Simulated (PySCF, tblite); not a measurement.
# C5H10SSi: geometry, infrared bands and NMR shifts

Aim: predict the infrared bands and NMR shifts of C5H10SSi (`C1C[C@@H]([SiH]2CC2)S1`).

The runs use tblite 0.8.0 and PySCF 2.14.0, with density-fitted response routines of our own; the level of theory stands in each step. All values are computed, except where a source is named. Atoms count from 0, in the outputs and in this text.

**1. Starting geometry**

17 atoms, charge 0, multiplicity 1; geometry from: force field or distance geometry start.

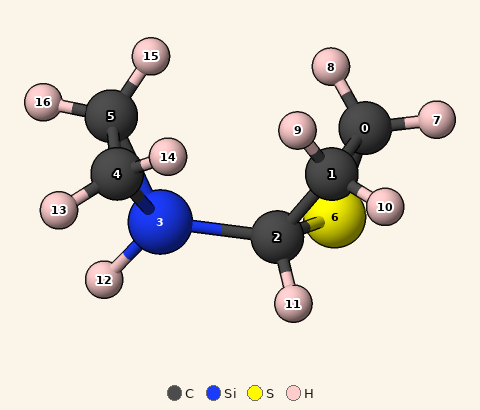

As it starts; carbon dark grey, silicon blue, sulfur yellow, hydrogen pink, atoms numbered.

**2. Relaxing the molecule with GFN2-xTB**

Job settings and geometry (Å):

```
{"job": {"kind": "relax", "xc": "GFN2-xTB", "basis": "xTB"}, "charge": 0, "multiplicity": 1}
C     -2.184500    -0.592000     0.500400
C     -1.422300     0.649200     0.132200
C     -0.745500     0.060700    -1.063100
Si     1.028200    -0.373700    -0.940100
C      2.008100     0.770100     0.187800
C      1.846600    -0.630500     0.700700
S     -1.932500    -1.292700    -1.145400
H     -3.276800    -0.448100     0.674000
H     -1.704300    -1.138200     1.334200
H     -0.759400     1.009600     0.948400
H     -2.119400     1.462000    -0.159600
H     -0.910500     0.745000    -1.936400
H      1.734000    -0.978000    -2.052400
H      2.967300     1.083400    -0.303900
H      1.390800     1.555800     0.698100
H      1.259700    -0.684100     1.650800
H      2.813600    -1.186400     0.764500
```

Run with:

```sh
> OMP_NUM_THREADS=1 python probes_run.py task.json out
```

The driver reads the jobs from task.json and runs them one after another.

Output:

```text
step      E/eV     max force
  0    -562.53049    2.367
  1    -562.80496    0.908
  2    -562.87230    0.682
  3    -562.93229    0.597
  4    -562.96266    0.483
  5    -562.98530    0.356
  6    -562.99623    0.257
  7    -563.00385    0.325
  8    -563.00979    0.315
  9    -563.01737    0.306
 10    -563.02469    0.343
 11    -563.03008    0.228
 12    -563.03301    0.124
 13    -563.03487    0.096
 14    -563.03669    0.135
 15    -563.03844    0.139
 16    -563.03982    0.091
 17    -563.04092    0.092
 18    -563.04208    0.099
 19    -563.04356    0.130
 20    -563.04525    0.117
 21    -563.04688    0.108
 22    -563.04838    0.119
 23    -563.04998    0.106
 24    -563.05178    0.112
 25    -563.05360    0.102
 26    -563.05507    0.087
 27    -563.05607    0.085
 28    -563.05686    0.072
 29    -563.05766    0.076
 30    -563.05844    0.080
 31    -563.05904    0.056
 32    -563.05941    0.045
 33    -563.05967    0.041
 34    -563.05995    0.045
 35    -563.06026    0.044
 36    -563.06059    0.053
 37    -563.06089    0.056
 38    -563.06111    0.043
 39    -563.06128    0.027
 40    -563.06141    0.027
 41    -563.06152    0.033
 42    -563.06163    0.036
 43    -563.06175    0.030
 44    -563.06186    0.028
 45    -563.06196    0.027
 46    -563.06208    0.028
 47    -563.06219    0.031
 48    -563.06231    0.031
 49    -563.06241    0.025
 50    -563.06251    0.030
 51    -563.06266    0.038
 52    -563.06285    0.041
 53    -563.06307    0.042
 54    -563.06326    0.029
 55    -563.06341    0.026
 56    -563.06354    0.035
 57    -563.06371    0.038
 58    -563.06393    0.047
 59    -563.06419    0.041
 60    -563.06448    0.050
 61    -563.06483    0.069
 62    -563.06524    0.064
 63    -563.06573    0.054
 64    -563.06627    0.055
 65    -563.06686    0.073
 66    -563.06745    0.088
 67    -563.06800    0.065
 68    -563.06845    0.058
 69    -563.06875    0.049
 70    -563.06893    0.034
 71    -563.06904    0.025
 72    -563.06906    0.035
 73    -563.06914    0.022
 74    -563.06918    0.018
 75    -563.06924    0.013
 76    -563.06928    0.015
 77    -563.06931    0.013
 78    -563.06934    0.009
```

It took 0.97 s on 1 thread of Arm Neoverse N1, shared host.

Relaxation path: (not every step is listed)

| step | energy from step 0 (eV) | largest force (eV/Å) |
| --- | --- | --- |
| 0 | 0.0000 | 2.3665 |
| 1 | -0.2745 | 0.9077 |
| 2 | -0.3418 | 0.6819 |
| 3 | -0.4018 | 0.5966 |
| 4 | -0.4322 | 0.4830 |
| 5 | -0.4548 | 0.3557 |
| 6 | -0.4657 | 0.2569 |
| 7 | -0.4734 | 0.3249 |
| 8 | -0.4793 | 0.3148 |
| 14 | -0.5062 | 0.1350 |
| 20 | -0.5148 | 0.1165 |
| 26 | -0.5246 | 0.0868 |
| 32 | -0.5289 | 0.0451 |
| 38 | -0.5306 | 0.0426 |
| 44 | -0.5314 | 0.0282 |
| 50 | -0.5320 | 0.0299 |
| 56 | -0.5331 | 0.0347 |
| 62 | -0.5348 | 0.0639 |
| 68 | -0.5380 | 0.0579 |
| 73 | -0.5386 | 0.0219 |
| 74 | -0.5387 | 0.0182 |
| 75 | -0.5388 | 0.0134 |
| 76 | -0.5388 | 0.0153 |
| 77 | -0.5388 | 0.0127 |
| 78 | -0.5389 | 0.0094 |

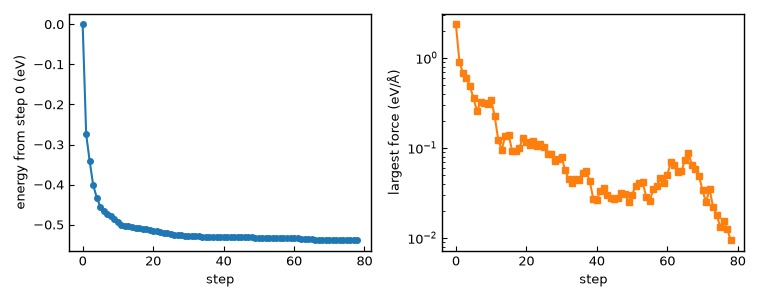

Energy and largest force along the relaxation.

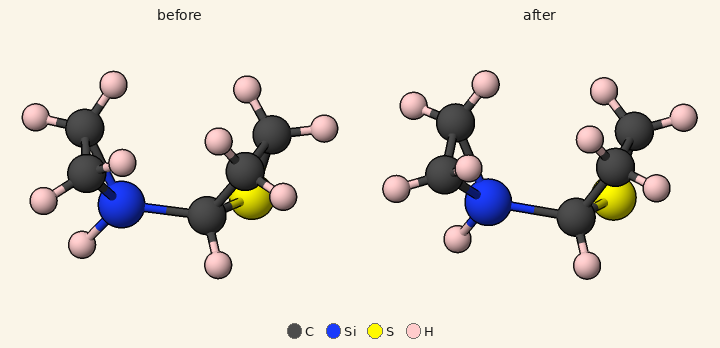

Before and after, at one scale.

Distances of close pairs at the start and the end, largest changes first:

| bond | before (Å) | after (Å) | change (Å) |
| --- | --- | --- | --- |
| C2–Si3 | 1.830 | 1.895 | +0.065 |
| C2–S6 | 1.802 | 1.851 | +0.049 |
| C4–H13 | 1.122 | 1.079 | -0.043 |
| C4–H14 | 1.122 | 1.081 | -0.041 |
| C4–C5 | 1.500 | 1.541 | +0.041 |
| C5–H16 | 1.117 | 1.080 | -0.037 |
| C5–H15 | 1.118 | 1.081 | -0.037 |
| C1–C2 | 1.494 | 1.531 | +0.036 |

The final coordinates are the input of the step that follows.

**3. Vibrational analysis with GFN2-xTB**

Job settings and geometry (Å):

```
{"job": {"kind": "ir", "xc": "GFN2-xTB", "basis": "xTB"}, "charge": 0, "multiplicity": 1}
C     -2.134559    -0.691635     0.472011
C     -1.521818     0.668890     0.157707
C     -0.800281     0.221466    -1.116088
Si     1.014337    -0.294029    -0.931997
C      2.168105     0.784830     0.092577
C      1.751917    -0.527513     0.784521
S     -1.854330    -1.295965    -1.234972
H     -3.183507    -0.697735     0.757600
H     -1.548508    -1.284760     1.172137
H     -0.874014     1.067344     0.938785
H     -2.294501     1.406556    -0.062217
H     -0.967040     0.862814    -1.980066
H      1.502265    -1.090940    -2.042859
H      3.209242     0.855428    -0.182827
H      1.823367     1.697103     0.558805
H      1.159077    -0.420611     1.682664
H      2.543250    -1.249213     0.924309
```

Output:

```text
mode    cm-1     km/mol
  1      43.7      1.83
  2      85.2      0.58
  3     111.1      6.59
  4     151.1      1.29
  5     204.2      3.28
  6     301.0      9.94
  7     462.9     56.51
  8     547.5     12.01
  9     613.8     81.24
 10     617.9     10.66
 11     677.3     11.63
 12     703.2     38.10
 13     723.3      6.15
 14     744.6     26.11
 15     751.4     15.85
 16     782.2     69.44
 17     848.6      1.89
 18     863.5     59.55
 19     951.4      1.47
 20    1023.8     19.82
 21    1030.8     12.23
 22    1051.9      5.98
 23    1057.9      0.97
 24    1059.9      2.28
 25    1085.0     43.08
 26    1106.4      9.32
 27    1157.1      0.03
 28    1174.0      0.11
 29    1201.1      7.32
 30    1236.3      1.55
 31    1277.3      0.84
 32    1434.7      0.25
 33    1446.5      0.93
 34    1453.2      0.33
 35    1487.5      0.51
 36    2360.6    254.66
 37    2967.1     16.21
 38    2979.3     14.93
 39    2991.9     23.40
 40    2996.2     38.51
 41    3013.9     25.95
 42    3052.5     16.46
 43    3062.8     18.72
 44    3073.7     17.43
 45    3090.3     65.43
```

It took 1.1 s on 1 thread of Arm Neoverse N1, shared host.

The strongest bands and the atoms that carry them (share of the mass-weighted mode):

| cm⁻¹ | km/mol | atoms |
| --- | --- | --- |
| 463 | 56.5 | H12 78 % |
| 614 | 81.2 | H12 86 % |
| 782 | 69.4 | Si3 32 %, C4 12 %, C5 12 % |
| 864 | 59.5 | H16 20 %, H13 19 %, H15 19 %, H14 19 % |
| 1085 | 43.1 | C5 26 %, C4 26 %, Si3 10 % |
| 2361 | 254.7 | H12 97 % |
| 2996 | 38.5 | H10 57 %, H8 25 % |
| 3090 | 65.4 | H13 62 %, H16 20 % |

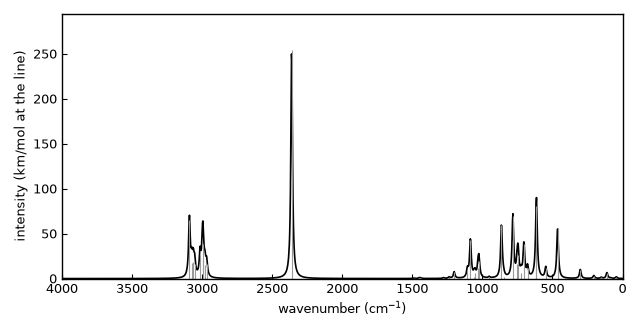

The infrared spectrum from these modes, unscaled. Lines are broadened to a width of 14 cm⁻¹ (Lorentzian).

**4. Shielding tensors: PBE0/pcSseg-1**

Same as in step 3 but for these lines:

```diff
@@ -1,2 +1,2 @@
-{"job": {"kind": "ir", "xc": "GFN2-xTB", "basis": "xTB"}, "charge": 0, "multiplicity": 1}
+{"job": {"kind": "nmr", "xc": "PBE0", "basis": "pcSseg-1"}, "charge": 0, "multiplicity": 1}
 C     -2.134559    -0.691635     0.472011
```

Level: GIAO PBE0/pcSseg-1 NMR shielding, non-relativistic, gas phase.

Output:

```text
coarse grid: 14880 points
cycle   1  E = -883.5236556807  dE =  8.178e-01  |g| = 4.243e-01  |ddm| = 3.813e+00
cycle   2  E = -883.4878135885  dE =  3.584e-02  |g| = 5.573e-01  |ddm| = 9.778e-01
cycle   3  E = -883.5735541639  dE = -8.574e-02  |g| = 6.015e-02  |ddm| = 6.304e-01
cycle   4  E = -883.5745364161  dE = -9.823e-04  |g| = 2.531e-02  |ddm| = 1.215e-01
cycle   5  E = -883.5746943517  dE = -1.579e-04  |g| = 6.878e-03  |ddm| = 3.368e-02
cycle   6  E = -883.5747047007  dE = -1.035e-05  |g| = 2.662e-03  |ddm| = 9.750e-03
cycle   7  E = -883.5747064191  dE = -1.718e-06  |g| = 4.619e-04  |ddm| = 3.309e-03
final grid: 133432 points
cycle   8  E = -883.6192870389  dE = -3.615e-05  |g| = 9.358e-03  |ddm| = 3.091e-02
cycle   9  E = -883.6192606327  dE =  2.641e-05  |g| = 1.366e-02  |ddm| = 2.080e-02
cycle  10  E = -883.6193093885  dE = -4.876e-05  |g| = 6.465e-04  |ddm| = 1.401e-02
cycle  11  E = -883.6193095008  dE = -1.123e-07  |g| = 2.227e-04  |ddm| = 1.186e-03
cycle  12  E = -883.6193095116  dE = -1.075e-08  |g| = 8.732e-05  |ddm| = 2.960e-04
cycle  13  E = -883.6193095137  dE = -2.065e-09  |g| = 2.286e-05  |ddm| = 1.278e-04
cycle  14  E = -883.6193095138  dE = -1.371e-10  |g| = 4.164e-06  |ddm| = 2.909e-05
converged SCF energy = -883.6193095138

GIAO shielding tensors (ppm)
atom      isotropic    diamagn.    paramagn.     s11        s22        s33       span
  0 C      156.511     251.547     -95.035    137.330    152.595    179.609     42.279
  1 C      159.105     246.912     -87.807    135.304    165.773    176.238     40.934
  2 C      161.702     252.196     -90.493    143.937    152.521    188.649     44.711
  3 Si     468.482     880.634    -412.153    340.129    356.556    708.759    368.631
  4 C      191.102     255.769     -64.667    172.525    188.565    212.217     39.692
  5 C      193.095     254.489     -61.394    171.580    194.019    213.688     42.109
  6 S      480.629    1055.403    -574.774    203.562    382.859    855.467    651.905
  7 H       28.859      29.233      -0.374     24.389     26.123     36.065     11.676
  8 H       27.880      30.607      -2.727     24.445     27.051     32.143      7.698
  9 H       30.029      31.831      -1.802     24.401     29.951     35.736     11.336
 10 H       28.343      30.130      -1.787     25.175     26.322     33.533      8.358
 11 H       28.669      30.909      -2.240     23.118     28.624     34.264     11.146
 12 H       28.432      28.876      -0.444     22.822     25.986     36.488     13.665
 13 H       31.176      29.820       1.356     25.453     26.996     41.079     15.627
 14 H       31.196      32.054      -0.858     25.786     28.450     39.352     13.565
 15 H       30.642      32.407      -1.765     26.076     27.683     38.168     12.092
 16 H       31.085      30.253       0.832     25.410     26.949     40.898     15.487
```

It took 53 s on 1 thread of Arm Neoverse N1, shared host; peak memory 0.88 GiB.

Shifts follow as δ = σ(reference) − σ, with reference shieldings (ppm) from runs at the same level and on the same kind of geometry: ¹H TMS 31.72, ¹³C TMS 186.9, ²⁹Si TMS 349.2, ³³S CS2 504. The references are single molecules in the gas phase.

| atoms | environment | σ (ppm) | δ (ppm) | δ scaled to CDCl3 |
| --- | --- | --- | --- | --- |
| C0 | sp3 CH2 bonded to S | 156.5 | 30.4 | 23.4 |
| C1 | sp3 CH2 in a ring | 159.1 | 27.8 | 25.2 |
| C2 | sp3 CH bonded to S and Si | 161.7 | 25.2 | 18.3 |
| C4 | three-membered-ring carbon | 191.1 | -4.2 | -6.0 |
| C5 | three-membered-ring carbon | 193.1 | -6.2 | -7.9 |
| H8 | hydrogen on an sp3 CH2 bonded to S | 27.88 | 3.84 | 3.72 |
| H10 | hydrogen on an sp3 CH2 in a ring | 28.34 | 3.37 | 3.29 |
| H12 | hydrogen on a silicon bonded to 3 C, in a 3-membered ring | 28.43 | 3.29 | – |
| H11 | hydrogen on an sp3 CH bonded to S and Si | 28.67 | 3.05 | 2.98 |
| H7 | hydrogen on an sp3 CH2 bonded to S | 28.86 | 2.86 | 2.80 |
| H9 | hydrogen on an sp3 CH2 in a ring | 30.03 | 1.69 | 1.70 |
| H15 | hydrogen on a three-membered-ring carbon | 30.64 | 1.07 | 1.12 |
| H16 | hydrogen on a three-membered-ring carbon | 31.09 | 0.63 | 0.70 |
| H13 | hydrogen on a three-membered-ring carbon | 31.18 | 0.54 | 0.62 |
| H14 | hydrogen on a three-membered-ring carbon | 31.20 | 0.52 | 0.60 |
| Si3 | silicon bonded to 3 C, H, in a 3-membered ring | 468.5 | -119.3 | – |
| S6 | sulfide sulfur | 481 | 23 | – |

The scaled column applies a straight-line fit of computed shieldings to shifts measured in CDCl3, with any fitted terms for Cl, Br or S neighbours (root-mean-square error 0.16 ppm for H, 1.9 ppm for C).

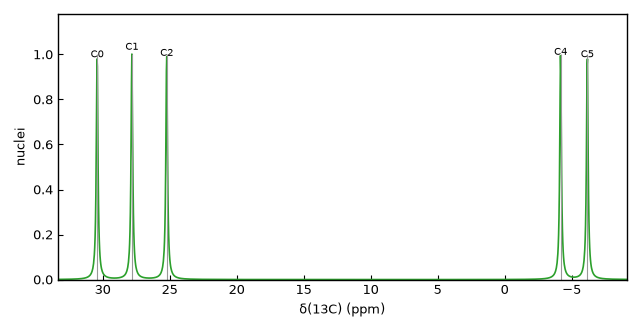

¹³C lines at the computed shifts, without couplings. Lines are broadened to a width of 0.15 ppm (Lorentzian).

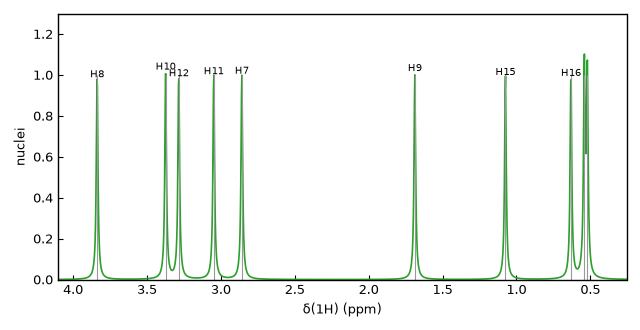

¹H lines at the computed shifts, without couplings. Lines are broadened to a width of 0.01 ppm (Lorentzian).

Charges from the same density, by scheme (e):

| atoms | Mulliken | IAO | Hirshfeld | ESP fit |
| --- | --- | --- | --- | --- |
| C0 | -0.30 | -0.32 | -0.07 | 0.18 |
| C1 | -0.15 | -0.25 | -0.07 | -0.79 |
| C2 | -0.61 | -0.44 | -0.11 | 0.25 |
| Si3 | 0.74 | 0.78 | 0.31 | 0.01 |
| C4 | -0.48 | -0.54 | -0.18 | -0.42 |
| C5 | -0.48 | -0.53 | -0.17 | -0.38 |
| S6 | -0.02 | 0.04 | -0.02 | -0.28 |

Mulliken charges:

C0 -0.30; C1 -0.15; C2 -0.61; Si3 0.74; C4 -0.48; C5 -0.48; S6 -0.02; H7 0.16; H8 0.16; H9 0.14; H10 0.13; H11 0.18; H12 -0.05; H13 0.14; H14 0.14; H15 0.14; H16 0.15

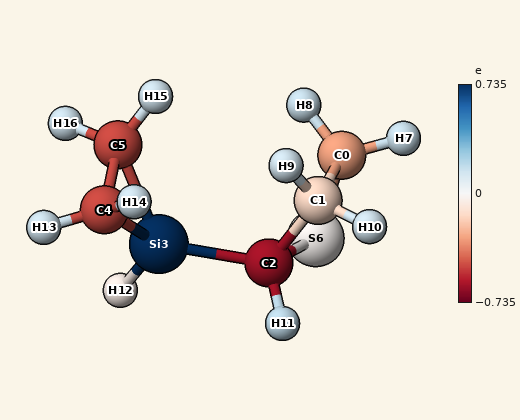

Mulliken charges, as colours on the atoms.

Mayer bond orders: C0–C1 1.00, C1–C2 0.99, C2–Si3 0.84, Si3–C4 0.95, C4–C5 0.89, C2–S6 0.98, S6–C0 1.00, C5–Si3 0.96.

Ring of atoms C0, C1, C2, S6: NICS(0) -0.6, NICS(1) 1.3, NICS(1)zz 7.0 ppm (means of both faces).

Ring of atoms Si3, C4, C5: NICS(0) -24.6, NICS(1) -7.1, NICS(1)zz -14.8 ppm (means of both faces).

In rings of three or four atoms NICS is ruled by the nearby σ bonds, so it says little on aromaticity.

**5. Summary of results**

| quantity | value |
| --- | --- |
| strongest single infrared mode (GFN2-xTB) | 2361 cm⁻¹, 255 km/mol |
| zero-point energy (GFN2-xTB) | 84.4 kcal/mol |
| ¹³C shifts against TMS (PBE0/pcSseg-1) | 30.4, 27.8, 25.2, -4.2, -6.2 ppm |
| ¹H shifts against TMS (PBE0/pcSseg-1) | 3.84, 3.37, 3.29, 3.05, 2.86, 1.69, 1.07, 0.63, 0.54, 0.52 ppm |
| ²⁹Si shifts against TMS (PBE0/pcSseg-1) | -119.3 ppm |
| ³³S shifts against CS2 (PBE0/pcSseg-1) | 23 ppm |

**Reading.** The optimisation took 78 steps and gained 0.539 eV; among the close pairs (by a distance rule), C2–Si3 changed most, from 1.830 to 1.895 Å. No mode is imaginary among the 45: a minimum at this level. The strongest single mode, at 2361 cm⁻¹, moves mainly H12. GFN2-xTB is a fitted tight-binding method: band positions and strengths are rough. Its intensities can rank the bands wrongly. At PBE0/pcSseg-1: Shielding is most anisotropic at S6 (span 652 ppm, paramagnetic term -575 ppm).
